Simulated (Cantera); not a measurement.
Feed: 1 mol Cr, 0.2 mol N₂, 200 mol H₂, 9.9 mol NH₃, at 16000 Pa.

Equilibrium computed with Cantera from the NASA thermochemical tables; the gas is ideal and each condensed phase is pure. Candidate condensed phases: Cr, CrN, Cr₂N; 11 gas species. Equilibrium is a limit: real reactors are often held back by kinetics, nucleation or transport.

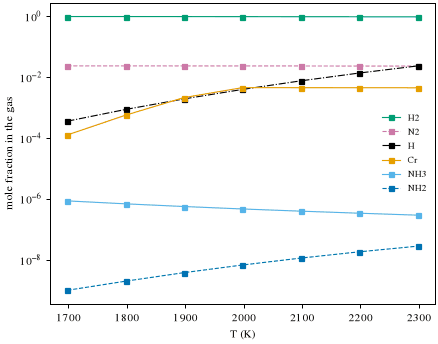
Figure: Equilibrium gas composition (values under 1e-9 drawn at 1e-9)

Task: Read off the mole fractions at 1998 K.

Result: H₂ about 0.97, N₂ about 0.023, Cr about 0.0045, H about 0.0039, NH₃ about 4.7e-7.
